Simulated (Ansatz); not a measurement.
# C18HN: geometry relaxation (part 1 of 2)

C18HN (slab, 20 atoms in the cell), computed with DFT r2SCAN-D3(BJ), scalar-relativistic, plane waves, PAW, PAW set soft_1, no spin polarisation (Ansatz 0.2.0).

It belongs to a series of runs on one base structure; here: end point B relaxed. Figures and captions count atoms from 1; the log counts them from 0 in places.

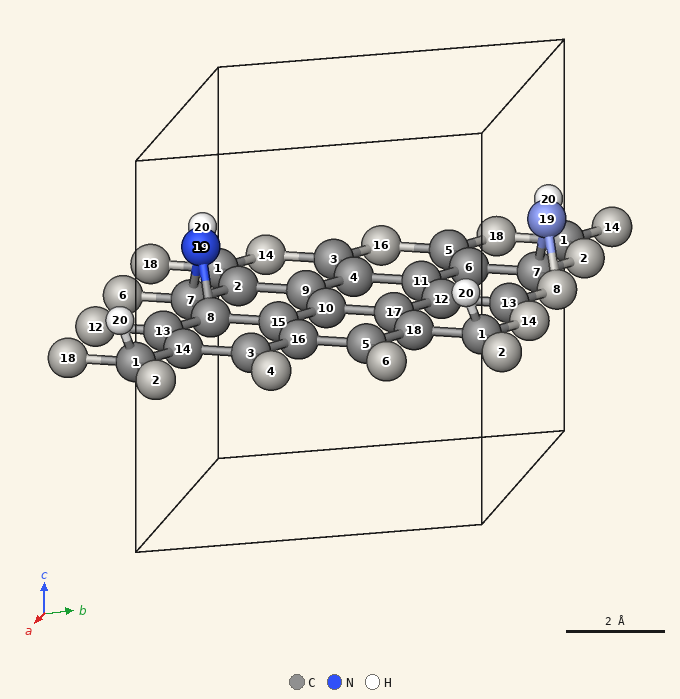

Fig. 1: The structure as given in the input (ball-and-stick view of the cell of the calculation, with the vacuum cut short, seen slightly off an axis; neighbours outside the cell are drawn fainter; atoms are numbered from 1 in the order of the input). An atom can appear more than once, as a periodic image.

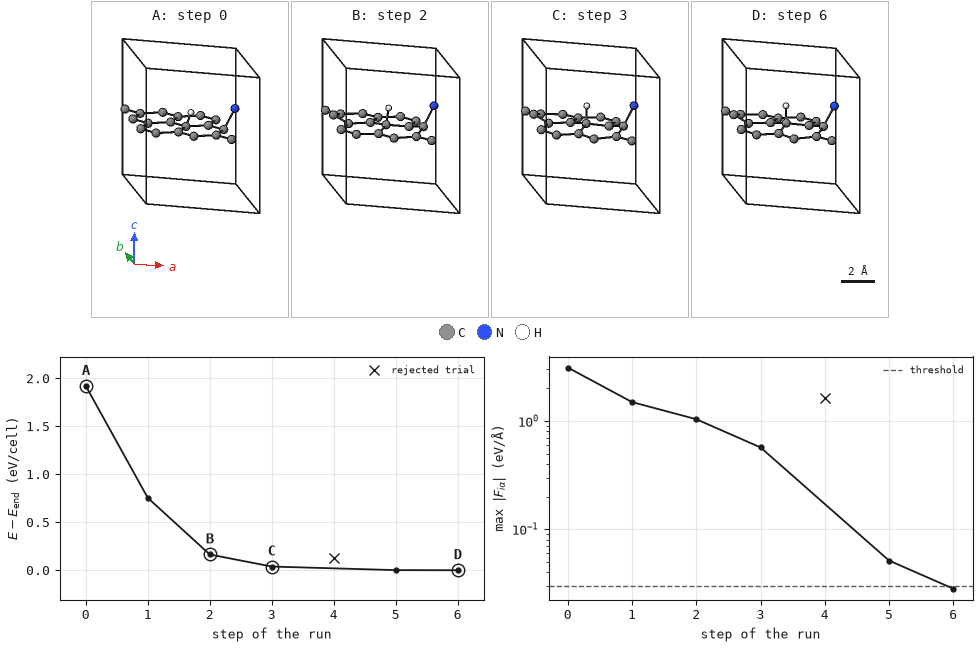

Fig. 2: Frames of the relaxation (ball-and-stick view of the cell of the calculation, with the vacuum cut short (origin shifted), seen slightly off an axis) above the curves, on which the letters mark them (the first geometry is step 0 here and step 1 in the log).

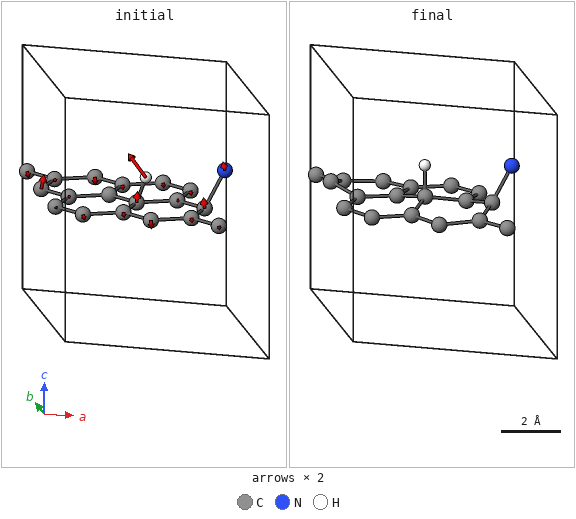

Fig. 3: Before (left) and after (right) the relaxation, at one scale (ball-and-stick view of the cell of the calculation, with the vacuum cut short (origin shifted), seen slightly off an axis). The red arrows give the displacements, magnified 2 times. After 6 geometry steps the energy has fallen by 1.921 eV per cell of the calculation. The largest force component goes from 3.1 to 0.028 eV/Å. The line search rejected the trial step at point 4 (counted from 0) and went back. The largest move is that of H20, 0.57 Å. By element the largest moves are H 0.57 Å, C 0.27 Å, N 0.17 Å. The lattice vectors keep their values. Among the contacts that change: C7–C8 1.424 → 1.503 Å, C1–C18 1.424 → 1.488 Å, C1–C14 1.424 → 1.474 Å, C7–N19 1.491 → 1.446 Å. Among the angles that change: C2–C1–H20 77.4° → 99.8°, C14–C1–H20 115.8° → 100.1°, C15–C8–N19 103.8° → 116.9°. (Atoms are counted from 1 in the order of the input.)

These pictures come from the run below.

## The input
```yaml
crystal:
  lattice:
    - [7.398, 0.0, 0.0]
    - [-3.699, 6.406856, 0.0]
    - [0.0, 0.0, 12.0]
  atoms:
    - { symbol: C, position: [0.0, 0.0, 0.08333333] }
    - { symbol: C, position: [0.22222222, 0.11111111, 0.08333333] }
    - { symbol: C, position: [0.0, 0.33333333, 0.08333333] }
    - { symbol: C, position: [0.22222222, 0.44444444, 0.08333333] }
    - { symbol: C, position: [0.0, 0.66666666, 0.08333333] }
    - { symbol: C, position: [0.22222222, 0.77777777, 0.08333333] }
    - { symbol: C, position: [0.33333333, 0.0, 0.08333333] }
    - { symbol: C, position: [0.55555556, 0.11111111, 0.08333333] }
    - { symbol: C, position: [0.33333333, 0.33333333, 0.08333333] }
    - { symbol: C, position: [0.55555555, 0.44444444, 0.08333333] }
    - { symbol: C, position: [0.33333333, 0.66666666, 0.08333333] }
    - { symbol: C, position: [0.55555555, 0.77777777, 0.08333333] }
    - { symbol: C, position: [0.66666667, 0.0, 0.08333333] }
    - { symbol: C, position: [0.88888889, 0.11111111, 0.08333333] }
    - { symbol: C, position: [0.66666667, 0.33333333, 0.08333333] }
    - { symbol: C, position: [0.88888889, 0.44444444, 0.08333333] }
    - { symbol: C, position: [0.66666666, 0.66666666, 0.08333333] }
    - { symbol: C, position: [0.88888889, 0.77777777, 0.08333333] }
    - { symbol: "N", position: [0.44444444, 0.05555556, 0.1925] }
    - { symbol: H, position: [0.03703704, -0.03703704, 0.165] }
basis:
  ecutwfc: 500.0
kpoints:
  mp_grid: { grid: [2, 2, 1] }
hamiltonian:
  xc: r2scan
  dispersion: d3bj
  pseudopotentials: { kind: paw, azcp: { folder: soft_1 } }
scf:
  occupations: { method: gaussian, width: 0.05 }
  lower_state_search: "off"
relax:
  f_tol: 0.03
  max_steps: 60
  adjacent_minimum: "off"
```

Command:
```bash
ansatz run input.yaml --threads 2 --pin off --max-ram 5120MiB --backend cpu --events-out ev --progress --plain --runs-dir out
```

## What the program printed
```
Warning: the engine holds no damping parameters fitted to this dispersion correction and functional, so the run takes those fitted to r2scan beside the three-body term, which d3bj leaves out (hamiltonian.dispersion, under Limitations)
Engine: ansatz 0.2.0, aarch64-unknown-linux-gnu
Pseudopotentials: kind: paw
Pseudopotential: C, paw, valence charge 4, recommended cutoff 500 eV (meta_gga), [file]
Pseudopotential: N, paw, valence charge 5, recommended cutoff 500 eV (meta_gga), [file]
Pseudopotential: H, paw, valence charge 1, recommended cutoff 500 eV (meta_gga), [file]
Functional definition: r2SCAN
  parameter k0 = 0.174
  parameter k1 = 0.065
  parameter a1 = 4.9479
  exchange = r2scan_x(k0 = k0, k1 = k1, a1 = a1)
  correlation = r2scan_c
Crystal: 20 atoms, lattice volume = 568.775 Å³
Basis set: ecut = 500 eV, 14473 PW (Γ), exchange–correlation on 216×216×360 points (64 copies of the dense FFT grid, shifted against one another)
Bands: 59, of which v1, the nominal top of the filled ones, is band 39 counted from 1 (38 counted from 0)
Symmetry: 1 space group operations
Space group: P1 (ITA 1), of the structure as read, at distance tolerance 8.3e-5 Å
k-points: 4
Non-local potential: C, projectors of the file, l = 0: 2, l = 1: 2, l = 2: 1
Non-local potential: N, projectors of the file, l = 0: 2, l = 1: 2, l = 2: 1
Non-local potential: H, projectors of the file, l = 0: 2, l = 1: 1
PAW form: soft (Blöchl's): semilocal exchange-correlation on the pseudo side does not see the compensation charge
PAW frozen core: C, regenerated for the run's functional (the file was generated under x = pbe(κ = 0.804, μ = 0.2195149727645171), c = pbe(β = 0.06672455060314922))
PAW frozen core: N, regenerated for the run's functional (the file was generated under x = pbe(κ = 0.804, μ = 0.2195149727645171), c = pbe(β = 0.06672455060314922))
PAW one-centre angular grid: C, 302 points (default); XC on 219 of its mesh's 2255 points in the sphere
PAW one-centre angular grid: N, 302 points (default); XC on 160 Gauss nodes
PAW one-centre angular grid: H, 302 points (default); XC on 160 Gauss nodes
Initial density: superposition of atomic densities (neutral atoms: chi_scale 0, normalization atom)
Initial wavefunctions: pseudopotential atomic-orbital guess
Functional: x = r2scan, c = r2scan; τ floored in thin density (d = 2e-4 eV/Å³)
SCF iter   1: F=-4917.746475 eV  HF=-4931.229933 eV  |F-HF|=1.35e1  |Δ(HF+E_count)|=         —  Δρ=6.84e-2  dr2=2.41e1  dr2_τ=5.60e0  ethr=3.10e-3  ⟨swp⟩=10.0  Hψ=1427  notcnv=0  defer=37
preconditioner: auto → Resta (q_TF=auto, 1.959 Å⁻¹)  ε∞=1.7  [insulator: Δε(μ)=0.393 eV  Ē_g=16.613 eV  σ=0.050 eV  W_gap=1.00  n_scr=66 (ndim 8)  ℏωp=13.6 eV  f_vac=0.631  D(μ)=0.00/eV (n_scr^D=0)  ε∞_Penn≈1.7  vacuum switching on, ρ_ref=2.0e-2 e/Å³]
SCF iter   2: F=-4917.266437 eV  HF=-4924.694657 eV  |F-HF|=7.43e0  |Δ(HF+E_count)|=    6.54e0  Δρ=3.82e-2  dr2=1.03e1  dr2_τ=6.01e-1  ethr=3.10e-3  ⟨swp⟩=3.5  Hψ=555  notcnv=0  defer=58
preconditioner: auto → LDOS  [insulator: Δε(μ)=0.065 eV  Ē_g=16.378 eV  σ=0.050 eV  W_gap=0.64  n_scr=66 (ndim 8)  ℏωp=13.8 eV  f_vac=0.651  D(μ)=7.38/eV (n_scr^D=34)  ε∞_Penn≈1.7  β→1.0]
SCF iter   3: F=-4922.377323 eV  HF=-4923.240558 eV  |F-HF|=8.63e-1  |Δ(HF+E_count)|=    1.45e0  Δρ=1.45e-2  dr2=1.44e0  dr2_τ=2.20e-1  ethr=3.10e-3  ⟨swp⟩=3.2  Hψ=419  notcnv=0  defer=17
automatic band count: iteration 3 solves 48 bands in place of 59: the levels show a gap, and the empty bands left out lie too high to hold charge; the band table lists the bands solved (type scf.n_extra_bands for more)
SCF iter   4: F=-4922.397962 eV  HF=-4923.522715 eV  |F-HF|=1.12e0  |Δ(HF+E_count)|=   2.82e-1  Δρ=1.08e-2  dr2=1.29e0  dr2_τ=7.17e-2  ethr=1.84e-3  ⟨swp⟩=3.0  Hψ=360  notcnv=0  defer=6
automatic band count: iteration 4 solves 45 bands in place of 48: the levels show a gap, and the empty bands left out lie too high to hold charge; the band table lists the bands solved (type scf.n_extra_bands for more)
SCF iter   5: F=-4923.206078 eV  HF=-4923.283941 eV  |F-HF|=7.79e-2  |Δ(HF+E_count)|=   2.39e-1  Δρ=2.62e-3  dr2=9.52e-2  dr2_τ=6.56e-3  ethr=1.65e-3  ⟨swp⟩=2.2  Hψ=330  notcnv=0  defer=2
automatic band count: iteration 5 solves 44 bands in place of 45: the levels show a gap, and the empty bands left out lie too high to hold charge; the band table lists the bands solved (type scf.n_extra_bands for more)
SCF iter   6: F=-4923.266634 eV  HF=-4923.272237 eV  |F-HF|=5.60e-3  |Δ(HF+E_count)|=   1.17e-2  Δρ=1.03e-3  dr2=1.02e-2  dr2_τ=1.17e-3  ethr=1.22e-4  ⟨swp⟩=2.0  Hψ=329  notcnv=0  defer=3
SCF iter   7: F=-4923.272038 eV  HF=-4923.272441 eV  |F-HF|=4.04e-4  |Δ(HF+E_count)|=   2.05e-4  Δρ=5.09e-4  dr2=1.68e-3  dr2_τ=1.41e-4  ethr=1.30e-5  ⟨swp⟩=2.0  Hψ=296  notcnv=0  defer=3
SCF iter   8: F=-4923.272987 eV  HF=-4923.272935 eV  |F-HF|=5.27e-5  |Δ(HF+E_count)|=   4.93e-4  Δρ=2.06e-4  dr2=2.09e-4  dr2_τ=2.10e-5  ethr=2.15e-6  ⟨swp⟩=2.0  Hψ=282  notcnv=0  defer=3
SCF iter   9: F=-4923.273121 eV  HF=-4923.273111 eV  |F-HF|=9.52e-6  |Δ(HF+E_count)|=   1.77e-4  Δρ=5.24e-5  dr2=1.17e-5  dr2_τ=1.65e-6  ethr=2.68e-7  ⟨swp⟩=2.2  Hψ=314  notcnv=0  defer=3
SCF iter  10: F=-4923.273126 eV  HF=-4923.273125 eV  |F-HF|=5.65e-7  |Δ(HF+E_count)|=   1.40e-5  Δρ=2.35e-5  dr2=2.84e-6  dr2_τ=3.56e-7  ethr=1.50e-8  ⟨swp⟩=4.5  Hψ=649  notcnv=0
SCF 1 converged in 10 iterations: F = -4923.273126 eV  dr2 = 2.84e-6
  greatest PAW one-centre occupation: 0.841 electrons in one spin orbital (limit 2), on the N atom at site 18 (counted from 0), in its partial waves of l = 0
relax step   1: F+E_penalty+E_count = -4923.27312560 eV  Δ(F+E_penalty+E_count) = +0.000e0 eV  max|allowed force component| = 3.120e0 eV/Å  Δτ_max = 0.0000 Å  (10 SCF iters, dr2 threshold 2.25e-5 eV, accepted)
Initial density: handed on by an earlier stage of this run
Initial wavefunctions: those handed on with the density
iter 1 solved again at ethr=4.55e-4 eV; its pass at ethr=3.10e-3 eV (dr2=3.55e-1 eV) is discarded
SCF iter   1: F=-4924.313494 eV  HF=-4924.401006 eV  |F-HF|=8.75e-2  |Δ(HF+E_count)|=         —  Δρ=1.04e-2  dr2=3.71e-1  dr2_τ=6.98e-1  ethr=4.55e-4  ⟨swp⟩=2.0  Hψ=902  notcnv=0  defer=3
automatic band count: iteration 1 solves 44 bands in place of 59: the levels show a gap, and the empty bands left out lie too high to hold charge; the band table lists the bands solved (type scf.n_extra_bands for more)
preconditioner: auto → Resta (q_TF=auto, 1.959 Å⁻¹)  ε∞=2.3  [insulator: Δε(μ)=0.373 eV  Ē_g=12.062 eV  σ=0.050 eV  W_gap=1.00  n_scr=66 (ndim 8)  ℏωp=13.8 eV  f_vac=0.666  D(μ)=0.00/eV (n_scr^D=0)  ε∞_Penn≈2.3  vacuum switching on, ρ_ref=1.1e-2 e/Å³]
SCF iter   2: F=-4924.262921 eV  HF=-4924.453262 eV  |F-HF|=1.90e-1  |Δ(HF+E_count)|=   5.23e-2  Δρ=7.14e-3  dr2=2.64e-1  dr2_τ=1.51e-2  ethr=4.55e-4  ⟨swp⟩=2.2  Hψ=344  notcnv=0  defer=3
SCF iter   3: F=-4923.890504 eV  HF=-4924.519308 eV  |F-HF|=6.29e-1  |Δ(HF+E_count)|=   6.60e-2  Δρ=8.49e-3  dr2=7.14e-1  dr2_τ=5.20e-2  ethr=3.39e-4  ⟨swp⟩=3.0  Hψ=397  notcnv=0  defer=3  recentre
SCF iter   4: F=-4924.431812 eV  HF=-4924.438805 eV  |F-HF|=6.99e-3  |Δ(HF+E_count)|=   8.05e-2  Δρ=1.39e-3  dr2=1.21e-2  dr2_τ=5.42e-4  ethr=3.39e-4  ⟨swp⟩=2.2  Hψ=254  notcnv=0  defer=4
SCF iter   5: F=-4924.437990 eV  HF=-4924.439914 eV  |F-HF|=1.92e-3  |Δ(HF+E_count)|=   1.11e-3  Δρ=5.88e-4  dr2=2.82e-3  dr2_τ=1.59e-4  ethr=1.55e-5  ⟨swp⟩=2.0  Hψ=298  notcnv=0  defer=4
SCF iter   6: F=-4924.439603 eV  HF=-4924.439969 eV  |F-HF|=3.66e-4  |Δ(HF+E_count)|=   5.53e-5  Δρ=2.60e-4  dr2=5.67e-4  dr2_τ=1.16e-5  ethr=3.62e-6  ⟨swp⟩=1.8  Hψ=264  notcnv=0  defer=4
[...]
  greatest PAW one-centre occupation: 0.837 electrons in one spin orbital (limit 2), on the N atom at site 18 (counted from 0), in its partial waves of l = 0
relax step   2: F+E_penalty+E_count = -4924.43998800 eV  Δ(F+E_penalty+E_count) = -1.167e0 eV  max|allowed force component| = 1.496e0 eV/Å  Δτ_max = 0.1398 Å  (7 SCF iters, dr2 threshold 1.00e-4 eV, accepted)
automatic band count: iteration 1 solves 44 bands in place of 59: the levels show a gap, and the empty bands left out lie too high to hold charge; the band table lists the bands solved (type scf.n_extra_bands for more)
preconditioner: auto → Resta (q_TF=auto, 1.959 Å⁻¹)  ε∞=2.3  [insulator: Δε(μ)=0.367 eV  Ē_g=11.926 eV  σ=0.050 eV  W_gap=1.00  n_scr=66 (ndim 8)  ℏωp=13.8 eV  f_vac=0.663  D(μ)=0.00/eV (n_scr^D=0)  ε∞_Penn≈2.3  vacuum switching on, ρ_ref=1.0e-2 e/Å³]
  greatest PAW one-centre occupation: 0.834 electrons in one spin orbital (limit 2), on the N atom at site 18 (counted from 0), in its partial waves of l = 0
relax step   3: F+E_penalty+E_count = -4925.03008698 eV  Δ(F+E_penalty+E_count) = -5.901e-1 eV  max|allowed force component| = 1.039e0 eV/Å  Δτ_max = 0.1980 Å  (7 SCF iters, dr2 threshold 1.00e-4 eV, accepted)
automatic band count: iteration 1 solves 44 bands in place of 59: the levels show a gap, and the empty bands left out lie too high to hold charge; the band table lists the bands solved (type scf.n_extra_bands for more)
preconditioner: auto → Resta (q_TF=auto, 1.959 Å⁻¹)  ε∞=2.3  [insulator: Δε(μ)=0.397 eV  Ē_g=11.901 eV  σ=0.050 eV  W_gap=1.00  n_scr=66 (ndim 8)  ℏωp=13.8 eV  f_vac=0.662  D(μ)=0.00/eV (n_scr^D=0)  ε∞_Penn≈2.3  vacuum switching on, ρ_ref=1.0e-2 e/Å³]
relax step   4: F+E_penalty+E_count = -4925.15590840 eV  Δ(F+E_penalty+E_count) = -1.258e-1 eV  max|allowed force component| = 5.700e-1 eV/Å  Δτ_max = 0.1949 Å  (7 SCF iters, dr2 threshold 1.00e-4 eV, accepted)
automatic band count: iteration 1 solves 44 bands in place of 59: the levels show a gap, and the empty bands left out lie too high to hold charge; the band table lists the bands solved (type scf.n_extra_bands for more)
preconditioner: auto → Resta (q_TF=auto, 1.959 Å⁻¹)  ε∞=2.3  [insulator: Δε(μ)=0.413 eV  Ē_g=11.940 eV  σ=0.050 eV  W_gap=1.00  n_scr=66 (ndim 8)  ℏωp=13.8 eV  f_vac=0.663  D(μ)=0.00/eV (n_scr^D=0)  ε∞_Penn≈2.3  vacuum switching on, ρ_ref=1.0e-2 e/Å³]
  greatest PAW one-centre occupation: 0.835 electrons in one spin orbital (limit 2), on the N atom at site 18 (counted from 0), in its partial waves of l = 0
relax step   5: F+E_penalty+E_count = -4925.06902680 eV  Δ(F+E_penalty+E_count) = +8.688e-2 eV  max|allowed force component| = 1.639e0 eV/Å  Δτ_max = 0.0851 Å  (7 SCF iters, dr2 threshold 9.79e-5 eV, rejected (line search))
automatic band count: iteration 1 solves 44 bands in place of 59: the levels show a gap, and the empty bands left out lie too high to hold charge; the band table lists the bands solved (type scf.n_extra_bands for more)
preconditioner: auto → Resta (q_TF=auto, 1.959 Å⁻¹)  ε∞=2.3  [insulator: Δε(μ)=0.375 eV  Ē_g=11.943 eV  σ=0.050 eV  W_gap=1.00  n_scr=66 (ndim 8)  ℏωp=13.8 eV  f_vac=0.663  D(μ)=0.00/eV (n_scr^D=0)  ε∞_Penn≈2.3  vacuum switching on, ρ_ref=1.0e-2 e/Å³]
```
